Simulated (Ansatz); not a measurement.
**ZrF2Cl2 (ZrCl2F2): reading failed and doubtful runs**

Aim: try 3 inputs for ZrF2Cl2 (ZrCl2F2) as typed, read how each ends, and find what has to change.

Program: Ansatz 0.2.0, Gaussian basis. Level of theory: the settings change from run to run. These are calculated values, not measurements.

## (1) The relaxed structure

The geometry comes from an earlier relaxation with r2SCAN-D4/def2-SVP; it is a stationary point. Zr takes a core potential in def2 sets; no spin-orbit term is included.

5 atoms, charge 0, spin multiplicity 1.

Atoms are counted from 1 here; the program's logs count them from 0.

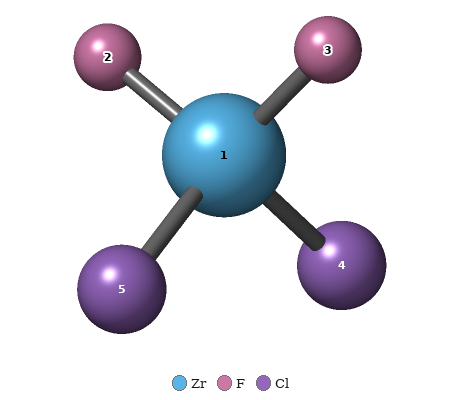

The structure; zirconium blue, fluorine pink, chlorine purple; atoms are numbered from 1 in the order of the file.

## (2) Attempt 1

File in.yaml:

```yaml
crystal:
  periodic: [false, false, false]
  atoms:
    - {symbol: Zr, position_ang: [0.073627, -0.000090, 0.051537]}
    - {symbol: F, position_ang: [0.102563, -0.015161, 1.940982]}
    - {symbol: F, position_ang: [1.858786, 0.012612, -0.568230]}
    - {symbol: Cl, position_ang: [-1.025831, 1.928356, -0.696653]}
    - {symbol: Cl, position_ang: [-1.009146, -1.925707, -0.727635]}
basis:
  gaussian: {orbitals: def2-mTZVP, fitting: {mean_field: cc-pVTZ-jkfit}, point_charges: [{charge: 1.00, position_ang: [5.927, -0.294, 0.828]}]}
hamiltonian: {xc: {name: B3LYP}, dispersion: d3bjatm}
scf: {omitted_lower_state_checks: [starts]}
```

Run with:

```bash
$ ansatz run in.yaml --threads 4 --pin off --events-out ev --progress --plain --max-ram 3916MiB
```

What it wrote:

```text
Functional definition: B3LYP
  name "B3LYP"
  cite "Stephens, Devlin, Chabalowski & Frisch, J. Phys. Chem. 98, 11623 (1994) doi:10.1021/j100096a001"
  cite "Becke, Phys. Rev. A 38, 3098 (1988) doi:10.1103/PhysRevA.38.3098"
  cite "Lee, Yang & Parr, Phys. Rev. B 37, 785 (1988) doi:10.1103/PhysRevB.37.785"
  cite "Vosko, Wilk & Nusair, Can. J. Phys. 58, 1200 (1980) doi:10.1139/p80-159"
  parameter a0 = 0.2
  parameter ax = 0.72
  parameter ac = 0.81
  exchange = (1 - a0 - ax)*slater_x + ax*b88_x + a0*exact_x
  correlation = (1 - ac)*vwn_rpa_c + ac*lyp_c
these checks for a lower state are left out or cut short: starts
Error: <dir> the basis set cc-pVTZ-JKFIT has no functions for Zr
```

It took 0.1 s on 4 threads of Arm Neoverse V1, shared host.

What is wrong: Refused before any calculation. The fitting set named has no entry for an element of this molecule. Cure: leave the fitting key out, or name a set that covers all elements and suits the basis.

## (3) Attempt 2

File in.yaml:

```yaml
crystal:
  periodic: [false, false, false]
  atoms:
    - {symbol: Zr, position_ang: [0.270366, -0.103085, 0.009885]}
    - {symbol: F, position_ang: [0.142901, -0.162928, 2.168432]}
    - {symbol: F, position_ang: [1.846315, -0.117581, -0.520873]}
    - {symbol: Cl, position_ang: [-1.064759, 1.820349, -0.552093]}
    - {symbol: Cl, position_ang: [-0.886215, -2.013193, -0.489268]}
basis:
  gaussian: {orbitals: "6-311G**"}
hamiltonian: {xc: {name: r2SCAN0}}
scf: {omitted_lower_state_checks: [starts]}
output: {forces: true}
```

The command is unchanged.

What it wrote:

```text
Error: <dir> can't be read: No such file or directory (os error 2)
```

It took 0.05 s on 4 threads of Arm Neoverse V1, shared host.

**Diagnosis.** Nothing was computed: the input was turned down at the start. The line that matters: «<dir> can't be read: No such file or directory (os error 2)» The basis set isn't in the library under that name. The cure: choose a basis that the program's library holds for every element. Its coordinates are also moved off the relaxed structure.

## (4) Attempt 3

File in.yaml:

```yaml
crystal:
  periodic: [false, false, false]
  atoms:
    - {symbol: Zr, position_ang: [0.067492, -0.162013, 0.010622]}
    - {symbol: F, position_ang: [0.180772, -0.097115, 2.010571]}
    - {symbol: F, position_ang: [1.826830, -0.058744, -0.475172]}
    - {symbol: Cl, position_ang: [-1.228511, 1.857764, -0.717455]}
    - {symbol: Cl, position_ang: [-0.876787, -1.963279, -0.487243]}
basis:
  gaussian: {orbitals: def2-mTZVP}
total_charge: 1
magnetization: {spin_polarized: true, initial_magnetization: 1}
hamiltonian: {xc: {name: r2SCAN0}}
scf: {omitted_lower_state_checks: [starts]}
relax: {f_tol: 0.001, max_steps: 1}
output: {forces: true}
```

The command is unchanged.

What it wrote:

```text
Functional definition: r2SCAN0
  name "r2SCAN0"
  cite "Bursch, Neugebauer, Ehlert & Grimme, J. Chem. Phys. 156, 134105 (2022) doi:10.1063/5.0086040"
  cite "Furness, Kaplan, Ning, Perdew & Sun, J. Phys. Chem. Lett. 11, 8208 (2020) doi:10.1021/acs.jpclett.0c02405"
  cite "Furness, Kaplan, Ning, Perdew & Sun, J. Phys. Chem. Lett. 11, 9248 (2020) doi:10.1021/acs.jpclett.0c03077"
  parent r2scan
  parameter a = 0.25
  parameter k0 = 0.174
  parameter k1 = 0.065
  parameter a1 = 4.9479
  exchange = (1 - a)*r2scan_x(k0 = k0, k1 = k1, a1 = a1) + a*exact_x
  correlation = r2scan_c
these checks for a lower state are left out or cut short: starts
1139 factors; integrals over basis functions are off by at most 3.3e-4 eV
mean field evaluation 1: about -31741.2882 eV, gradient 6.1e1 eV
mean field evaluation 2: about -31543.1108 eV, gradient 2.4e2 eV
mean field evaluation 4: about -31751.5065 eV, gradient 2.1e1 eV
mean field evaluation 8: about -31752.9727 eV, gradient 2.8e-1 eV
mean field evaluation 16: about -31753.0072 eV, gradient 2.5e-2 eV
mean field evaluation 32: about -31753.0087 eV, gradient 7.4e-5 eV
mean field -31753.00873163 eV, -1166.9015479251 hartree, gradient 2.9e-7 eV, S^2 0.755354; 0 other end points of the search recorded, 0 dependent functions left out
the calculation of the forces begins
reference -31753.00874689 eV, -1166.9015484857 hartree; 32, 31 occupied and 83, 84 virtual orbitals, 1139 factors
relax step   1: F+E_penalty+E_count = -31753.00873163 eV  Δ(F+E_penalty+E_count) = +0.000e0 eV  max|allowed force component| = 5.594e0 eV/Å  Δτ_max = 0.0000 Å  (169 SCF iters, accepted)
Error: geometry relaxation did not converge after 1 steps: max|allowed force component| = 5.59e0 eV/Å (threshold 1.0e-3). Raise `relax.max_steps` over both its present limit and 1, loosen `relax.f_tol`, or start from a geometry closer to equilibrium. Where this run's directory can be resumed (`checkpoint.write`), a resume goes on for up to `relax.max_steps` more
```

Run time: 29 s. Hardware: 4 threads of Arm Neoverse V1, shared host; peak memory 0.55 GiB.

**Diagnosis.** It stopped unconverged. The relaxation is allowed too few steps for its threshold. The start was also shaken off the relaxed geometry, so there is far to go. It also asks for charge 1 and multiplicity 2, another species or state than the molecule above. Cure: raise relax.max_steps, and set charge and spin to those of the species named.

## (5) Summary

| attempt | level | ended | cause | time |
| --- | --- | --- | --- | --- |
| 1 | B3LYP/def2-mTZVP | refused | the fitting set named has no entry for an element of this molecule | 0.1 s |
| 2 | r2SCAN0/6-311G** | refused | the basis set isn't in the library under that name | 0.05 s |
| 3 | r2SCAN0/def2-mTZVP | not converged | the relaxation is allowed too few steps for its threshold | 29 s |

In words: 2 refused, 1 not converged. A refusal costs next to no computing time.
